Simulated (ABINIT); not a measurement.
# A GW chain in ABINIT: BN (Qingsongite)

How does a plane-wave GW calculation on BN (Qingsongite) run from the first input to the gap?

Method: LDA and many-body steps on it, plane waves, in ABINIT 10.8.3.

## (1) Set-up

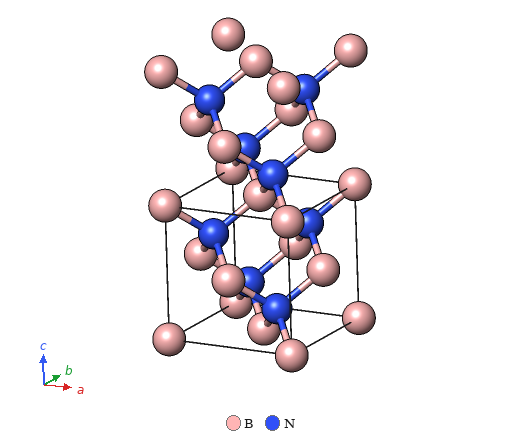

The starting structure, seen slightly off an axis (boron pink, nitrogen blue). 1×1×2 cells are drawn. This picture shows the conventional cell, with its axes. Bonds to atoms that aren't drawn are left out. Some periodic images of atoms are drawn too.

Structure file:

```cif
data_structure
_symmetry_space_group_name_H-M 'P 1'
_symmetry_Int_Tables_number 1
_cell_length_a 2.5562
_cell_length_b 2.5562
_cell_length_c 2.5562
_cell_angle_alpha 60.000
_cell_angle_beta 60.000
_cell_angle_gamma 60.000
_cell_volume 11.81
loop_
_atom_site_label
_atom_site_type_symbol
_atom_site_fract_x
_atom_site_fract_y
_atom_site_fract_z
_atom_site_occupancy
B1 B 0.00000 0.00000 0.00000 1
N2 N 0.25000 0.25000 0.25000 1
```

The cell and positions come from the Crystallography Open Database and are kept as given unless a step says otherwise.

## (2) Ground state

This step: ABINIT 10.8.3; DFT, LDA, plane waves, norm-conserving pseudopotentials.

The ground-state density comes first.

Input file run.abi:

```
acell 3*1.0 Angstrom
rprim 
  -0.000000000000 1.807500000000 1.807500000000
  1.807500000000 0.000000000000 1.807500000000
  1.807500000000 1.807500000000 -0.000000000000
ntypat 2
znucl 5 7
natom 2
typat 1 2
xred 
  0.000000000000 0.000000000000 0.000000000000
  0.250000000000 0.250000000000 0.250000000000
pp_dirpath "pseudos"
pseudos "B.upf, N.upf"
ecut 36
ngkpt 10 10 10
nshiftk 1
shiftk 0 0 0
kptopt 1
chksymbreak 0
nband 9
occopt 1
tolvrs 1e-10
nstep 60
prtwf 0
optforces 0
optstress 0
indata_prefix "in"
outdata_prefix "out"
tmpdata_prefix "tmp"
```

Started as:

```console
$ OMP_NUM_THREADS=1 mpirun -n 4 abinit run.abi > log
```

Numbers of over 12 decimals in the logs are rounded to 6 here.

What it wrote:

```text
.Version 10.8.3 of ABINIT. v10.8.2 released Aug 2026.

 Symmetries : space group F-4 3 m (#216); Bravais cF (face-center cubic)
================================================================================
 Values of the parameters that define the memory need of the present run
     intxc =       0    ionmov =       0      iscf =       7    lmnmax =       4
     lnmax =       4     mgfft =      30  mpssoang =       2    mqgrid =    3001
     natom =       2  nloc_mem =       1    nspden =       1   nspinor =       1
    nsppol =       1      nsym =      24    n1xccc =    2501    ntypat =       2
    occopt =       1   xclevel =       1
-    mband =           9        mffmem =           1         mkmem =          12
       mpw =         845          nfft =       27000          nkpt =          47
================================================================================
  Rough estimation (10% accuracy) of disk space for files :
================================================================================

--------------------------------------------------------------------------------
------------- Echo of variables that govern the present computation ------------
--------------------------------------------------------------------------------
 -outvars: echo values of preprocessed input variables --------
            acell      1.8897261259E+00  1.8897261259E+00  1.8897261259E+00 Bohr

      chksymbreak           0
             ecut      3.60000000E+01 Hartree
-          fftalg         312

              ixc       -1012
              kpt      0.00000000E+00  0.00000000E+00  0.00000000E+00
                       1.00000000E-01  0.00000000E+00  0.00000000E+00
                       2.00000000E-01  0.00000000E+00  0.00000000E+00
                       3.00000000E-01  0.00000000E+00  0.00000000E+00
                       4.00000000E-01  0.00000000E+00  0.00000000E+00
                       5.00000000E-01  0.00000000E+00  0.00000000E+00
                       1.00000000E-01  1.00000000E-01  0.00000000E+00
                       2.00000000E-01  1.00000000E-01  0.00000000E+00
                       3.00000000E-01  1.00000000E-01  0.00000000E+00
   [... 36 further rows ...]
                      -3.00000000E-01  4.00000000E-01  2.00000000E-01
                      -3.00000000E-01  5.00000000E-01  2.00000000E-01
         kptrlatt       10    0    0      0   10    0      0    0   10
          kptrlen      4.83050094E+01
P           mkmem          12
            natom           2
            nband           9
            ngfft          30      30      30
             nkpt          47
            nstep          60
             nsym          24
           ntypat           2
              occ      2.000000  2.000000  2.000000  2.000000  0.000000  0.000000
[...]
optforces           0
        optstress           0
            prtwf           0
            rprim     -0.0000000000E+00  1.8075000000E+00  1.8075000000E+00
[...]
spgroup         216

           tolvrs      1.00000000E-10

             xred      0.0000000000E+00  0.0000000000E+00  0.0000000000E+00
[...]
znucl        5.00000    7.00000

================================================================================

 chkinp: Checking input parameters for consistency.

================================================================================
== DATASET  1 ==================================================================
-   mpi_nproc: 4, omp_nthreads: 1 (-1 if OMP is not activated)

--- !DatasetInfo
iteration_state: {dtset: 1, }
dimensions: {natom: 2, nkpt: 47, mband: 9, nsppol: 1, nspinor: 1, nspden: 1, mpw: 845, }
cutoff_energies: {ecut:  36.0, pawecutdg:  -1.0, }
electrons: {nelect:   8.00000000E+00, charge:   0.00000000E+00, occopt:   1.00000000E+00, tsmear:   1.00000000E-02, }

 Real(R)+Recip(G) space primitive vectors, cartesian coordinates (Bohr,Bohr^-1):
 R(1)=  0.0000000  3.4156800  3.4156800  G(1)= -0.1463837  0.1463837  0.1463837
 R(2)=  3.4156800  0.0000000  3.4156800  G(2)=  0.1463837 -0.1463837  0.1463837
 R(3)=  3.4156800  3.4156800  0.0000000  G(3)=  0.1463837  0.1463837 -0.1463837
 Unit cell volume ucvol=  7.9700586E+01 bohr^3
 Angles (23,13,12)=  6.00000000E+01  6.00000000E+01  6.00000000E+01 degrees

 getcut: wavevector=  0.0000  0.0000  0.0000  ngfft=  30  30  30
         ecut(hartree)=     36.000   => boxcut(ratio)=   2.30194

 getcut : COMMENT -
  Note that boxcut > 2.2 ; recall that boxcut=Gcut(box)/Gcut(sphere) = 2
  is sufficient for exact treatment of convolution.
  Such a large boxcut is a waste : you could raise ecut
  e.g. ecut=   47.690509 Hartrees makes boxcut=2

--- Pseudopotential description ------------------------------------------------
- B Generated using ONCVPSP code by D. R. Hamann
-  5.00000   3.00000  180309                  znucl, zion, pspdat
12 -1012 1 -1 1498                            pspcod,pspxc,lmax,lloc,mmax
     nproj     2     2
  pspatm : epsatm=    3.19369156
         --- l  ekb(1:nproj) -->
[...]
pspatm: atomic psp has been read  and splines computed

- N Generated using ONCVPSP code by D. R. Hamann
-  7.00000   5.00000  180309                  znucl, zion, pspdat
12 -1012 1 -1 1058                            pspcod,pspxc,lmax,lloc,mmax
     nproj     2     2
  pspatm : epsatm=    5.30777321
         --- l  ekb(1:nproj) -->
[...]
1   -4.361519   -1.032581
 pspatm: atomic psp has been read  and splines computed

   6.80117181E+01                                ecore*ucvol(ha*bohr**3)
--------------------------------------------------------------------------------

_setup2: Arith. and geom. avg. npw (full set) are     822.053     822.026

================================================================================

--- !BeginCycle
iteration_state: {dtset: 1, }
solver: {iscf: 7, nstep: 60, nline: 4, wfoptalg: 0, }
tolerances: {tolvrs: 1.00E-10, }

     iter   Etot(hartree)      deltaE(h)  residm     vres2
 ETOT  1  -13.373554539444    -1.337E+01 1.869E-01 1.738E+02
 ETOT  2  -13.391633272754    -1.808E-02 9.444E-03 1.256E+02
 ETOT  3  -13.425109141040    -3.348E-02 4.998E-03 7.355E-01
 ETOT  4  -13.425279588231    -1.704E-04 5.349E-03 1.834E-03
 ETOT  5  -13.425279820482    -2.323E-07 8.607E-04 3.082E-05
 ETOT  6  -13.425279826115    -5.633E-09 7.308E-04 1.019E-06
 ETOT  7  -13.425279826320    -2.047E-10 5.727E-04 1.030E-09
 ETOT  8  -13.425279826320    -1.599E-13 6.420E-04 5.655E-12

 At SCF step    8       vres2   =  5.66E-12 < tolvrs=  1.00E-10 =>converged.

--- !ResultsGS
iteration_state: {dtset: 1, }
comment   : Summary of ground state results
lattice_vectors:
- [ -0.0000000,   3.4156800,   3.4156800, ]
- [  3.4156800,   0.0000000,   3.4156800, ]
- [  3.4156800,   3.4156800,  -0.0000000, ]
lattice_lengths: [   4.83050,    4.83050,    4.83050, ]
lattice_angles: [ 60.000,  60.000,  60.000, ] # degrees, (23, 13, 12)
lattice_volume:   7.9700586E+01
convergence: {deltae: -1.599E-13, res2:  5.655E-12, residm:  6.420E-04, diffor:  0.000E+00, }
etotal    :  -1.34252798E+01
entropy   :   0.00000000E+00
fermie    :   2.94210603E-01
cartesian_stress_tensor: null
pressure_GPa: null
xred      :
- [  0.0000E+00,   0.0000E+00,   0.0000E+00,  B]
- [  2.5000E-01,   2.5000E-01,   2.5000E-01,  N]
cartesian_forces: null
force_length_stats: {min: null, max: null, mean: null, }

 Integrated electronic density in atomic spheres:
 ------------------------------------------------
 Atom  Sphere_radius  Integrated_density
    1        2.00000          3.31747834
    2        2.00000          5.72805975
================================================================================

 ----iterations are completed or convergence reached----

 Mean square residual over all n,k,spin=   26.307E-07; max=  64.199E-05
 reduced coordinates (array xred) for    2 atoms
       0.000000000000      0.000000000000      0.000000000000
       0.250000000000      0.250000000000      0.250000000000
 rms dE/dt=  0.0000E+00; max dE/dt=  0.0000E+00; dE/dt below (all hartree)
    1       0.000000000000      0.000000000000      0.000000000000
    2       0.000000000000      0.000000000000      0.000000000000

 cartesian coordinates (angstrom) at end:
    1      0.000000     0.000000     0.000000
    2      0.903750     0.903750     0.903750
 length scales=  1.889726125908  1.889726125908  1.889726125908 bohr
              =  1.000000000000  1.000000000000  1.000000000000 angstroms
 prteigrs : about to open file out_EIG
 Fermi (or HOMO) energy (hartree) =   0.29421   Average Vxc (hartree)=  -0.48548
 Eigenvalues (hartree) for nkpt=  47  k points:
 kpt#   1, nband=  9, wtk=  0.00100, kpt=  0.0000  0.0000  0.0000 (reduced coord)
  -0.44300    0.29421    0.29421    0.29421    0.61568    0.61568    0.61568    0.67793
   1.19366
 prteigrs : prtvol=0 or 1, do not print more k-points.

--- !EnergyTerms
iteration_state     : {dtset: 1, }
comment             : Components of total free energy in Hartree
kinetic             :  9.44478844231263E+00
hartree             :  1.77271654246147E+00
xc                  : -4.35042966599806E+00
Ewald energy        : -1.31703929426445E+01
psp_core            :  8.53340249781675E-01
local_psp           : -6.80784439827319E+00
non_local_psp       : -1.16745805396034E+00
total_energy        : -1.34252798263203E+01
total_energy_eV     : -3.65320474814379E+02
band_energy         :  5.51228754875518E-02

== END DATASET(S) ==============================================================
================================================================================

 -outvars: echo values of variables after computation  --------
           etotal     -1.3425279826E+01
            nband           9
             nkpt          47
          spgroup         216
 [... the other variables as echoed above ...]

 Calculation completed.
```

The job ended after 7.1 s (4 MPI ranks of Arm Neoverse N1, shared host; peak memory 0.25 GiB; 28 s of CPU time).

Numbers from this step:

```
total energy               : -365.3205 eV
gap                        : 4.420 eV
k of the valence top       : 0, 0, 0
k of the conduction bottom : 0.5, 0.5, 0
least direct gap           : 8.748 eV
```

The gap is indirect, with the least direct gap 4.33 eV higher.

(Part 1 of 3 ends here.)

[Paths, hosts, dates, memory and timing lines, banners, echoed tables and standing remarks are left out of the program output.]

[Logs are printed without paths, hosts, clocks, repeated set-up lines and the standing remarks that a program may print on its own settings, such as how far it seeks lower states.]

[Runs of the session that timed out or met a known fault of the program may be left out.]

[Hosts, paths, dates, database ids (printed as entryN), source tags and the programs' standing remarks are cut or masked in the printed files.]

[G0W0 gaps are taken among the corrected bands and points alone; a level outside them can change the order at an edge.]

[Where Ansatz stands beside ABINIT at settings called matched, ABINIT's density can come from a denser mesh and the files from another edition; pairs whose starting gaps differed by over 0.03 eV were left out, so agreement reads better than it is.]
